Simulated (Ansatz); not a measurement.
# C2H13GeInSi2Zn: basis-set convergence

How large a basis does C2H13GeInSi2Zn need? Two functionals are run in growing sets.

Method: one geometry, several basis sets; program: Ansatz 0.2.0, Gaussian basis.

The runs, in order: PBE0-D4/def2-SVP; ωB97M-V/def2-SVP; PBE0-D4/def2-QZVPP; ωB97M-V/def2-QZVPP; the functionals' def2-TZVPP values are taken from earlier runs.

1 further run of the same task is left out (for a known fault of the program).

### 1 Structure used throughout

All runs share one geometry, relaxed beforehand with PBE0-D4 in a triple-zeta def2 set. In takes the def2 core potential; no spin-orbit term is included.

SMILES `C[C]([SiH3])([ZnH])[GeH2][SiH2][InH2]`, 20 atoms, charge 0, spin multiplicity 1.

Atoms are counted from 1 here; the program's logs count them from 0.

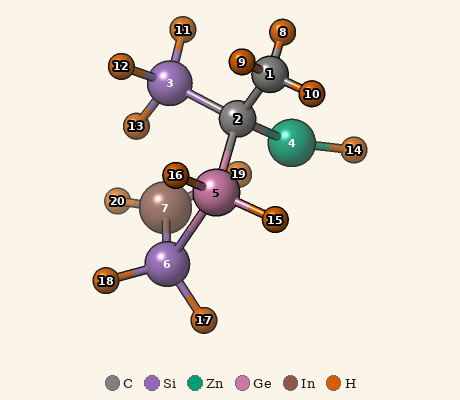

The structure; carbon grey, silicon purple, zinc teal, germanium pink, indium brown, hydrogen orange; atoms are numbered from 1 in the order of the file.

### 2 PBE0-D4 in def2-SVP

File in.yaml:

```yaml
crystal:
  periodic: [false, false, false]
  atoms:
    - {symbol: C, position_ang: [-2.381642, -0.651022, -0.471307]}
    - {symbol: C, position_ang: [-0.890351, -0.374757, -0.183164]}
    - {symbol: Si, position_ang: [-0.535571, -0.624401, 1.599401]}
    - {symbol: Zn, position_ang: [0.283373, -1.623509, -1.231553]}
    - {symbol: Ge, position_ang: [-0.462032, 1.468071, -0.733291]}
    - {symbol: Si, position_ang: [1.853719, 1.939065, -0.346394]}
    - {symbol: In, position_ang: [2.682363, -0.263468, 0.648775]}
    - {symbol: H, position_ang: [-2.679655, -1.662704, -0.175476]}
    - {symbol: H, position_ang: [-3.046148, 0.044765, 0.057439]}
    - {symbol: H, position_ang: [-2.610392, -0.554565, -1.536899]}
    - {symbol: H, position_ang: [-0.747421, -2.023698, 2.062591]}
    - {symbol: H, position_ang: [-1.233886, 0.293014, 2.546669]}
    - {symbol: H, position_ang: [0.938059, -0.360488, 1.918170]}
    - {symbol: H, position_ang: [0.575319, -2.628420, -2.377790]}
    - {symbol: H, position_ang: [-0.799282, 1.607843, -2.235607]}
    - {symbol: H, position_ang: [-1.376255, 2.458210, 0.031059]}
    - {symbol: H, position_ang: [2.542638, 2.233736, -1.634070]}
    - {symbol: H, position_ang: [2.040661, 3.104762, 0.559627]}
    - {symbol: H, position_ang: [2.035654, -1.621927, -0.336945]}
    - {symbol: H, position_ang: [3.810839, -0.760508, 1.838775]}
basis:
  gaussian: {orbitals: def2-SVP}
hamiltonian: {xc: pbe0, dispersion: d4}
output: {orbitals: {seedname: orbitals}}
```

Launch:

```console
ansatz run in.yaml --threads 4 --pin off --events-out ev --progress --plain --max-ram 66560MiB --backend cpu
```

The program printed:

```text
Functional definition: PBE0
  name "PBE0"
  cite "Adamo & Barone, J. Chem. Phys. 110, 6158 (1999) doi:10.1063/1.478522"
  cite "Perdew, Burke & Ernzerhof, Phys. Rev. Lett. 77, 3865 (1996) doi:10.1103/PhysRevLett.77.3865"
  parent pbe
  parameter a = 0.25
  parameter kappa = 0.804
  parameter beta = 0.06672455060314922
  exchange = (1 - a)*pbe_x(kappa = kappa, mu = beta*pi^2/3) + a*exact_x
  correlation = pbe_c(beta = beta)
2241 factors; integrals over basis functions are off by at most 1.5e-3 eV
mean field evaluation 1: about -128100.1804 eV, gradient 6.1e1 eV
mean field evaluation 2: about -128087.1503 eV, gradient 9.3e1 eV
mean field evaluation 4: about -128108.2526 eV, gradient 6.0e0 eV
mean field evaluation 8: about -128108.4690 eV, gradient 3.9e-1 eV
mean field evaluation 16: about -128108.4701 eV, gradient 1.0e-4 eV
mean field -128108.47007368 eV, -4707.8994401679 hartree, gradient 1.9e-5 eV, S^2 0.000000; 0 other end points of the search recorded, 0 dependent functions left out
reference -128108.47012272 eV, -4707.8994419702 hartree; 68, 68 occupied and 150, 150 virtual orbitals, 2241 factors
Total energy: -128109.13840545 eV, -4707.9240009073 hartree
```

Wall time 8.1 s (4 threads of AMD EPYC 7R13, shared host); peak memory 0.95 GiB.

### 3 ωB97M-V in def2-SVP

in.yaml: that of step 2 with these lines changed.

```diff
@@ -25,3 +25,3 @@
   gaussian: {orbitals: def2-SVP}
-hamiltonian: {xc: pbe0, dispersion: d4}
+hamiltonian: {xc: {name: wB97M-V}}
 output: {orbitals: {seedname: orbitals}}
```

Same command.

The program printed, cut to the lines that bear on the results:

```text
Functional definition: wB97M-V
  name "wB97M-V"
  cite "Mardirossian & Head-Gordon, J. Chem. Phys. 144, 214110 (2016) doi:10.1063/1.4952647"
  cite "Becke, J. Chem. Phys. 107, 8554 (1997) doi:10.1063/1.475007"
  cite "Vydrov & Van Voorhis, J. Chem. Phys. 133, 244103 (2010) doi:10.1063/1.3521275"
  # Of w^i u^j: cxij and so on, Table III.
[...]
  gx(w, u) = 1 - cx + cx01*u + cx10*w
  gss(w, u) = css00 + css04*u^4 + css10*w + css20*w^2 + css43*w^4*u^3
  gos(w, u) = cos00 + cos10*w + (cos20 + cos21*u)*w^2 + (cos60 + cos61*u)*w^6
[...]
      + integral(e_c_pw_mod_opposite_spin*gos(b97_w_opposite, b97_u_opposite)) + vv10(b, c)
2241 factors; integrals over basis functions are off by at most 1.5e-3 eV
660 factors; integrals over basis functions are off by at most 5.5e-6 eV
[...]
mean field -128121.40365947 eV, -4708.3747406792 hartree, gradient 4.3e-5 eV, S^2 0.000000; 0 other end points of the search recorded, 0 dependent functions left out
reference -128121.40373924 eV, -4708.3747436105 hartree; 68, 68 occupied and 150, 150 virtual orbitals, 2241 factors
Total energy: -128121.40373924 eV, -4708.3747436105 hartree
```

Wall time 23 s (4 threads of AMD EPYC 7R13, shared host); peak memory 1.4 GiB.

### 4 PBE0-D4 in def2-QZVPP

in.yaml: that of step 3 with these lines changed.

```diff
@@ -24,4 +24,4 @@
 basis:
-  gaussian: {orbitals: def2-SVP}
-hamiltonian: {xc: {name: wB97M-V}}
+  gaussian: {orbitals: "def2-QZVPP.json"}
+hamiltonian: {xc: pbe0, dispersion: d4}
 output: {orbitals: {seedname: orbitals}}
```

Launch:

```console
ansatz run in.yaml --threads 4 --pin off --events-out ev --progress --plain --max-ram 66560MiB --backend cuda --devices 0, --max-vram 37GiB
```

The program printed:

```text
Functional definition: PBE0
  name "PBE0"
  cite "Adamo & Barone, J. Chem. Phys. 110, 6158 (1999) doi:10.1063/1.478522"
  cite "Perdew, Burke & Ernzerhof, Phys. Rev. Lett. 77, 3865 (1996) doi:10.1103/PhysRevLett.77.3865"
  parent pbe
  parameter a = 0.25
  parameter kappa = 0.804
  parameter beta = 0.06672455060314922
  exchange = (1 - a)*pbe_x(kappa = kappa, mu = beta*pi^2/3) + a*exact_x
  correlation = pbe_c(beta = beta)
3640 factors; their error is unknown
mean field evaluation 1: about -128121.1354 eV, gradient 7.9e1 eV
mean field evaluation 2: about -128090.2524 eV, gradient 1.4e2 eV
mean field evaluation 4: about -128133.1762 eV, gradient 1.0e1 eV
mean field evaluation 8: about -128133.3439 eV, gradient 3.0e-1 eV
mean field evaluation 16: about -128133.6267 eV, gradient 1.2e-4 eV
mean field -128133.62665874 eV, -4708.8239276170 hartree, gradient 4.2e-5 eV, S^2 0.000000; 0 other end points of the search recorded, 0 dependent functions left out
reference -128133.62672513 eV, -4708.8239300571 hartree; 68, 68 occupied and 847, 847 virtual orbitals, 3640 factors
Total energy: -128134.29500786 eV, -4708.8484889942 hartree
```

Run time: 8.5 s. Hardware: 1 × H100 (card shared with other runs) with 4 threads of AMD EPYC 7R13, shared host; peak host memory 1.5 GiB.

### 5 ωB97M-V in def2-QZVPP

in.yaml: that of step 4 with these lines changed.

```diff
@@ -25,3 +25,3 @@
   gaussian: {orbitals: "def2-QZVPP.json"}
-hamiltonian: {xc: pbe0, dispersion: d4}
+hamiltonian: {xc: {name: wB97M-V}}
 output: {orbitals: {seedname: orbitals}}
```

Same command.

The program printed, cut to the lines that bear on the results:

```text
Functional definition: wB97M-V
  name "wB97M-V"
  cite "Mardirossian & Head-Gordon, J. Chem. Phys. 144, 214110 (2016) doi:10.1063/1.4952647"
  cite "Becke, J. Chem. Phys. 107, 8554 (1997) doi:10.1063/1.475007"
  cite "Vydrov & Van Voorhis, J. Chem. Phys. 133, 244103 (2010) doi:10.1063/1.3521275"
  # Of w^i u^j: cxij and so on, Table III.
[...]
  gx(w, u) = 1 - cx + cx01*u + cx10*w
  gss(w, u) = css00 + css04*u^4 + css10*w + css20*w^2 + css43*w^4*u^3
  gos(w, u) = cos00 + cos10*w + (cos20 + cos21*u)*w^2 + (cos60 + cos61*u)*w^6
[...]
      + integral(e_c_pw_mod_opposite_spin*gos(b97_w_opposite, b97_u_opposite)) + vv10(b, c)
3497 factors; their error is unknown
808 factors; integrals over basis functions are off by at most 2.0e-5 eV
[...]
mean field -128146.66500738 eV, -4709.3030780920 hartree, gradient 5.0e-5 eV, S^2 0.000000; 0 other end points of the search recorded, 0 dependent functions left out
reference -128146.66511401 eV, -4709.3030820107 hartree; 68, 68 occupied and 847, 847 virtual orbitals, 3497 factors
Total energy: -128146.66511401 eV, -4709.3030820107 hartree
```

Run time: 13 s. Hardware: 1 × H100 (card shared with other runs) with 4 threads of AMD EPYC 7R13, shared host; peak host memory 1.7 GiB.

### 6 Functionals by basis

The def2-TZVPP values come from earlier runs at the same geometry.

| functional | basis | functions | energy (eV) | from the largest (eV) | HOMO (eV) | LUMO (eV) |
| --- | --- | --- | --- | --- | --- | --- |
| PBE0-D4 | def2-SVP | 218 | -128109.1384 | 25.157 | -6.94 | -1.64 |
| PBE0-D4 | def2-TZVPP | 490 | -128131.2119 | 3.083 | -7.01 | -1.72 |
| PBE0-D4 | def2-QZVPP | 915 | -128134.2950 | 0.000 | -7.01 | -1.73 |
| ωB97M-V | def2-SVP | 218 | -128121.4037 | 25.261 | -9.01 | -0.01 |
| ωB97M-V | def2-TZVPP | 490 | -128143.6733 | 2.992 | -9.11 | -0.17 |
| ωB97M-V | def2-QZVPP | 915 | -128146.6651 | 0.000 | -9.11 | -0.23 |

### 7 What came out

| quantity | value |
| --- | --- |
| PBE0-D4: double and triple zeta above quadruple | 25.16, 3.08 eV |
| ωB97M-V: double and triple zeta above quadruple | 25.26, 2.99 eV |

PBE0-D4 gains 22.07 eV from double to triple zeta, then 3.08 eV more. Total energies overstate the basis error of differences, where much of it tends to cancel.
